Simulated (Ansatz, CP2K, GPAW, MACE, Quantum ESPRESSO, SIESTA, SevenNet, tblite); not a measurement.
# Running amorphous Zn12Cd27Se39 (78 atoms) with tblite

How near does tblite come to plane waves for amorphous Zn12Cd27Se39 (78 atoms)?

Method: the method is named at each step, in tblite 0.8.0.

## Step 1: Starting point

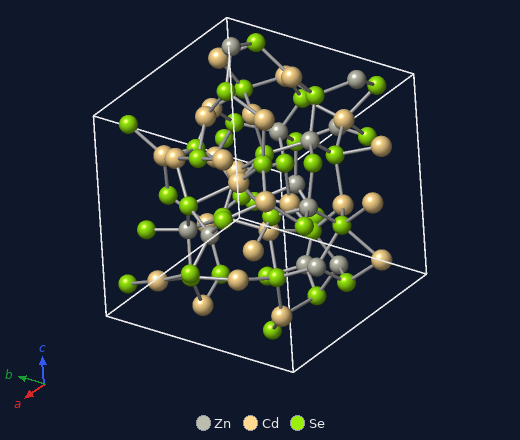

The starting structure, seen from a free direction (zinc light grey, cadmium orange, selenium green).

The cell holds 78 atoms: 12 Zn, 27 Cd and 39 Se. Its edges and angles: a = 12.774 Å, b = 12.774 Å, c = 12.774 Å, α = 90.0°, β = 90.0°, γ = 90.0°. 78 atoms (12 Zn, 27 Cd, 39 Se) placed at random at 5.5 g/cm³, melted at 2500 K for 10 ps at fixed volume with the Stillinger-Weber II-VI potential (Zhou et al., Phys. Rev. B 88, 085309 (2013)). Quenched from 2500 K to 100 K at 50 K/ps and fixed volume, held 5 ps. Then every atom was moved at random, 0.02 Å r.m.s. a Cartesian component.

The yardstick, on the same geometry:

- method: Kohn-Sham DFT, PBE, SSSP efficiency 1.3.0 pseudopotentials, plane waves (Quantum ESPRESSO 7.5); sssp-pbe-1.3.0-efficiency, cutoffs 45/360 Ry, Γ point
- r.m.s. force component: 0.4128 eV/Å
- longest force: 1.662 eV/Å
- pressure: 0.6703 GPa
- time: 28 min on 1 thread of Arm Neoverse V2, shared host
- CPU time: 28 min

## Step 2: GFN1-xTB

Method: GFN1-xTB tight binding, diagonalisation.

Input file run.py:

```python
import numpy as np
from ase.io import read
from tblite.ase import TBLite

atoms = read("structure.xyz")
atoms.calc = TBLite(method="GFN1-xTB", electronic_temperature=580, accuracy=1.0, max_iterations=250, mixer_damping=0.4, verbosity=1)
energy = atoms.get_potential_energy()
forces = atoms.get_forces()
print(f"energy {energy:.6f} eV")
print("forces (eV/A)")
for i, (a, f) in enumerate(zip(atoms, forces)):
    print(f"{i:4d} {a.symbol:2s} {f[0]:10.5f} {f[1]:10.5f} {f[2]:10.5f}")
stress = -atoms.get_stress(voigt=False) * 160.21766
print("stress (GPa, compression positive)")
for row in stress:
    print(" ".join(f"{x:10.4f}" for x in row))
print("charges (e)")
print(np.array2string(atoms.get_charges(), precision=4, suppress_small=True, max_line_width=110, threshold=100000))
```

Input file structure.xyz:

```xyz
78
Lattice="12.77450 0.00000 0.00000 0.00000 12.77450 0.00000 0.00000 0.00000 12.77450" Properties=species:S:1:pos:R:3 pbc="T T T"
Zn 9.02378 9.53859 4.57531
Zn 6.84764 4.45511 11.18765
Zn 9.72535 1.31284 10.14334
Zn 6.92020 0.79432 3.75902
Zn 2.48311 5.62410 8.14873
Zn 0.14882 3.88102 11.40265
Zn 10.33904 0.50970 5.53034
Zn 6.50695 0.55710 12.45641
Zn 5.85340 10.45631 2.40620
Zn 5.10814 3.73450 1.90315
Zn 2.67983 5.89007 3.90772
Zn 0.24565 12.40315 11.14115
Cd 7.00681 5.43849 4.69067
Cd 6.71159 9.11128 11.29930
Cd 9.62686 11.41798 1.07715
Cd 4.12348 2.36673 5.76283
Cd 9.98046 10.16735 9.58598
Cd 11.01328 6.66062 6.74698
Cd 9.39079 3.11826 1.04547
Cd 2.54890 1.11189 1.83940
Cd 4.74969 9.05623 5.63202
Cd 3.42344 2.45398 10.84785
Cd 5.23818 7.96733 1.82356
Cd 6.84394 11.77272 7.42646
Cd 7.92773 7.11527 1.50305
Cd 1.47341 12.55721 4.48053
Cd 3.07303 9.06849 9.14769
Cd 0.18945 3.28381 3.71138
Cd 0.77298 1.98810 7.97257
Cd 10.14525 6.45636 10.63004
Cd 7.93105 3.15645 7.50157
Cd 1.75713 9.55354 2.80055
Cd 0.42782 8.18743 10.47726
Cd 11.77592 6.75107 1.88807
Cd 3.31830 10.98390 12.31883
Cd 0.17463 10.48352 6.98944
Cd 3.18954 6.49238 12.37172
Cd 3.70895 11.85908 8.53426
Cd 7.23803 7.25068 8.08013
Se 9.92195 8.86218 2.18482
Se 11.03653 10.90265 5.17687
Se 3.95320 12.38475 5.83156
Se 3.51184 11.23121 1.99257
Se 4.72209 4.26017 12.33442
Se 6.92582 11.00268 4.65682
Se 7.56749 9.73621 8.99785
Se 4.42113 7.38034 7.74007
Se 7.09713 11.05263 0.38809
Se 9.37137 0.60411 3.04697
Se 3.24689 3.35854 8.25539
Se 9.89615 4.97605 8.45991
Se 11.57651 5.50862 4.12361
Se 11.78601 8.67222 8.37535
Se 12.00445 1.84528 1.79699
Se 1.67742 7.02955 1.89995
Se 5.60072 1.34401 1.83838
[... 18 atom lines left out ...]
Se 7.87420 6.69716 11.65213
Se 2.07279 9.33279 5.41192
Se 12.49819 11.33430 2.31793
Se 0.74373 10.28232 12.24270
```

Run with:

```console
$ OMP_NUM_THREADS=1 python run.py > output.txt
```

What it wrote:

```text
------------------------------------------------------------
  cycle        total energy    energy error   density error
------------------------------------------------------------
      1     -164.2774101785  -1.6380655E+02   5.2918824E-01
      2     -149.9988965539   1.4278514E+01   5.4108142E-01
      3     -159.8078564792  -9.8089599E+00   4.0840769E-01
      4     -162.4349088274  -2.6270523E+00   3.3124149E-01
      5     -164.4914775305  -2.0565687E+00   2.0770028E-01
      6     -165.4022214110  -9.1074388E-01   1.3825754E-01
      7     -165.3884059760   1.3815435E-02   1.3073151E-01
      8     -165.8446416410  -4.5623567E-01   8.0775693E-02
      9     -165.9881301226  -1.4348848E-01   5.5562237E-02
     10     -166.0354000614  -4.7269939E-02   3.9672186E-02
     11     -166.0626122457  -2.7212184E-02   2.9843975E-02
     12     -166.0888291783  -2.6216933E-02   1.5827371E-02
     13     -166.0909092320  -2.0800538E-03   1.3778669E-02
     14     -166.0929896123  -2.0803803E-03   1.0352481E-02
     15     -166.0967164058  -3.7267936E-03   4.3770348E-03
     16     -166.0971279331  -4.1152724E-04   3.0428628E-03
     17     -166.0971540258  -2.6092674E-05   2.9714817E-03
     18     -166.0974998744  -3.4584860E-04   9.1939838E-04
     19     -166.0975288573  -2.8982899E-05   3.3851229E-04
     20     -166.0975327680  -3.9107808E-06   1.3910397E-04
     21     -166.0975324242   3.4379141E-07   1.5929720E-04
     22     -166.0975333695  -9.4521513E-07   6.1019373E-05
     23     -166.0975335192  -1.4970524E-07   1.9460426E-05
------------------------------------------------------------
 total:                                   3.376 sec
energy -4519.744102 eV
forces (eV/A)
   0 Zn    0.39018   -0.05021   -0.17132
   1 Zn   -0.11069    0.03926   -0.51798
   2 Zn   -0.01738    0.02235    0.00490
   3 Zn    0.55804   -0.19498   -0.04317
   4 Zn    0.00717    0.17515   -0.60202
   5 Zn   -0.35020   -0.07486    0.06768
   6 Zn   -0.07579   -0.35339   -0.29286
   7 Zn   -0.10714    0.08474   -0.04593
   8 Zn   -0.13968    0.44998    0.14201
   9 Zn    0.07443   -0.22337    0.07397
  10 Zn   -0.50028   -0.19292    0.20332
  11 Zn   -0.04391   -0.17518    0.08061
  12 Cd    0.17505   -0.16205    0.02381
  13 Cd    0.25762   -0.05415    0.46786
  14 Cd    0.80398   -0.10878    0.49110
  15 Cd   -0.07731   -0.21384    0.55386
  16 Cd    0.36077    0.29151    0.23448
  17 Cd    0.40394   -0.59505   -0.72998
  18 Cd    0.82548   -0.23487    0.57197
  19 Cd    0.04373    0.10963   -0.05721
  20 Cd   -0.22063    0.12171   -0.13642
  21 Cd    0.06061    0.24915   -0.29883
  22 Cd    0.20404    0.43676   -1.11886
  23 Cd   -0.11028    0.19629   -0.17444
[...]
70 Se    0.00400    0.26425   -0.19906
  71 Se   -0.01913   -0.36066    0.40649
  72 Se    0.10918   -0.27900   -0.02312
  73 Se   -0.28609    0.06882    0.03200
  74 Se   -0.33209    0.55485   -0.08938
  75 Se   -0.20951   -0.36391    0.26101
  76 Se    0.62037   -0.53216    0.24259
  77 Se    0.15692   -0.46723    0.09275
stress (GPa, compression positive)
    1.8156    -0.2974     0.0498
   -0.2974     1.9725    -0.5282
    0.0498    -0.5282     2.0522
charges (e)
[ 0.132   0.1903  0.1445  0.1646  0.1405  0.16    0.1423  0.1868  0.161   0.1713  0.1852  0.1787  0.1173
  0.1819  0.0611  0.1261  0.1649  0.0791  0.085   0.0739  0.0994  0.1394 -0.0441  0.0845  0.1082  0.0534
  0.0828  0.1056  0.1202  0.1187  0.1156  0.1367  0.1198  0.0844  0.2112  0.1257  0.134   0.0701  0.0862
 -0.1281 -0.1392 -0.1251 -0.1051 -0.1435 -0.1064 -0.0884 -0.11   -0.1421 -0.1246 -0.1348 -0.0996 -0.15
 -0.0829 -0.1033 -0.1404 -0.1647 -0.1677 -0.0912 -0.1204 -0.1274 -0.0962 -0.1389 -0.1041 -0.1294 -0.1105
 -0.1227 -0.1454 -0.116  -0.1206 -0.1217 -0.1242 -0.1375 -0.1212 -0.1067 -0.1318 -0.1086 -0.1032 -0.1645]
```

The job ended after 3.9 s (1 thread of Arm Neoverse V2, shared host; peak memory 0.15 GiB).

Banners, paths, timers and routine set-up lines are dropped from the logs unmarked, and long logs keep their key lines alone; longer cuts are marked.

Numbers from this run, and their distance from the reference:

```
r.m.s. force component                  : 0.3731 eV/Å
r.m.s. difference of force components   : 201.7 meV/Å
longest difference of force vectors     : 1323 meV/Å
force difference over r.m.s. force      : 48.86 %
slope of forces against the reference's : 0.7893
correlation of force components         : 0.8731
pressure                                : 1.947 GPa
pressure difference                     : 1.276 GPa
```

Length of the force difference by element (eV/Å):

```tsv
element	atoms	mean	most
Cd	27	0.28	0.86
Se	39	0.34	1.3
Zn	12	0.20	0.38
```

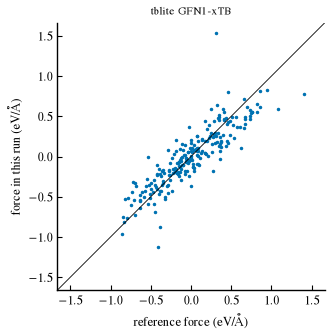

Force components against those of the reference; the line marks equality.

A closer look about Cd24, picked at random: 14 atoms, nearest first, numbered in the order of the input, with positions taken from that point.

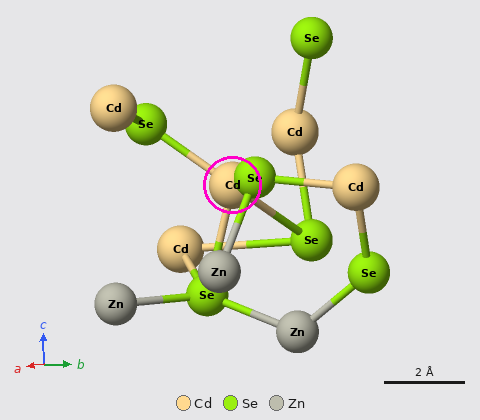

The atoms of the table, within 4.4 Å (arrows a, b, c point along x, y, z); some may hide others; the central atom is ringed.

```tsv
atom	x	y	z	distance (Å)	bonds	Mulliken charge (e)	Fx	Fy	Fz (eV/Å)
Cd24	0.00	0.00	0.00	0.00	3	0.08	-0.11	0.20	-0.17
Se63	1.96	1.75	0.36	2.66	4	-0.10	0.11	-0.43	-0.02
Se46	0.72	-2.04	1.57	2.67	4	-0.09	-0.15	0.25	-0.47
Se45	0.08	-0.77	-2.77	2.88	5	-0.11	-0.02	-0.40	-0.01
Cd38	-3.13	0.09	1.11	3.33	3	0.07	0.19	0.27	-0.22
Se42	-2.89	0.61	-1.59	3.36	3	-0.13	-0.20	0.48	0.29
Cd21	-2.09	-2.72	-1.79	3.87	4	0.10	-0.22	0.12	-0.14
Zn4	0.08	1.80	-3.67	4.08	4	0.16	0.56	-0.19	-0.04
Cd17	3.14	-1.61	2.16	4.13	3	0.16	0.36	0.29	0.23
Zn1	2.18	-2.23	-2.85	4.23	4	0.13	0.39	-0.05	-0.17
Zn7	3.50	1.51	-1.90	4.25	4	0.14	-0.08	-0.35	-0.29
Cd31	1.09	4.16	0.08	4.30	4	0.12	-0.23	0.52	0.15
Se64	-0.23	3.73	-2.18	4.32	4	-0.13	0.20	0.39	0.26
Se67	-2.34	1.08	3.55	4.38	4	-0.15	0.46	0.07	-0.56
```

Atoms are counted from 1 here, from 0 in the log.

Forces lie 49 % from the reference's, at 0.0022 times its CPU time.

## Step 3: Outcome

- force difference from the reference: tblite GFN1-xTB, 49 %
- its CPU time: 3.8 s

Tight binding differs by 49 % (tblite GFN1-xTB); it is another model, with fitted parameters of its own, and the xTB methods hold dispersion. One electronic-structure run takes under half the reference's CPU time: tblite GFN1-xTB, at 49 % in 3.8 s against 28 min. Periodic xTB results under one method name differ between programs and library versions. The reference's pressure holds the uncorrected Pulay stress of its 45 Ry basis, so small pressure differences, and their order, may be the reference's own error. The quench rate of 50 K/ps is many orders above laboratory rates, so the cell is likely richer in defects and strain than a real sample. The network of bonds at the start is that of the classical potential that made the cell, and needn't be the one that DFT or experiment would give. The electronic-structure runs sample only Γ, in a cell whose shortest periodic width is 13 Å, which is coarse for a cell with partly filled levels.

[Also dropped from logs without a mark: logging warnings of Python, and SIESTA's first energy breakdown and zero terms.]

[Logs are printed without paths, hosts, clocks, repeated set-up lines and the standing remarks that a program may print on its own settings, such as how far it seeks lower states.]

[Hosts, paths, dates, database ids (printed as entryN), source tags and the programs' standing remarks are cut or masked in the printed files.]
